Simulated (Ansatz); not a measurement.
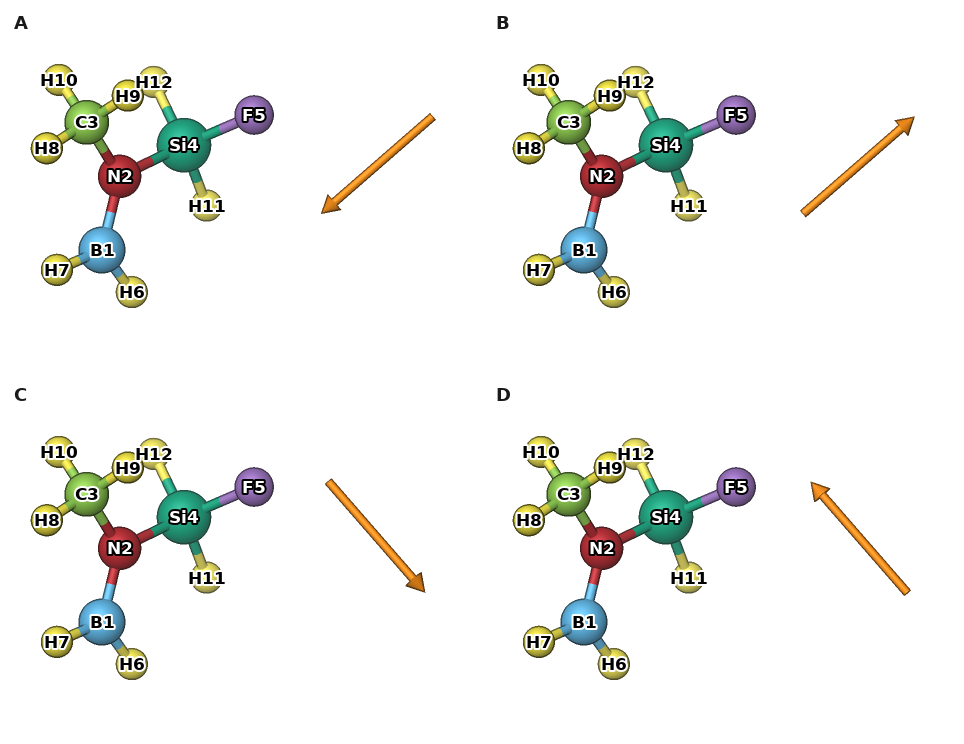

The same molecule four times, each with an arrow. The geometry was computed by an optimisation with PBE-D4/def2-SVP. No frequency run is at hand to confirm it as a minimum. Method: RKS PBE-D4/def2-SVP (Ansatz 0.2.0).

Question: Which arrow points along the dipole moment, from the negative to the positive end?

Answer: D. The dipole moment is 1.55 D; it points from the side of H6 to the side of H10 (the outermost atoms at the two ends).
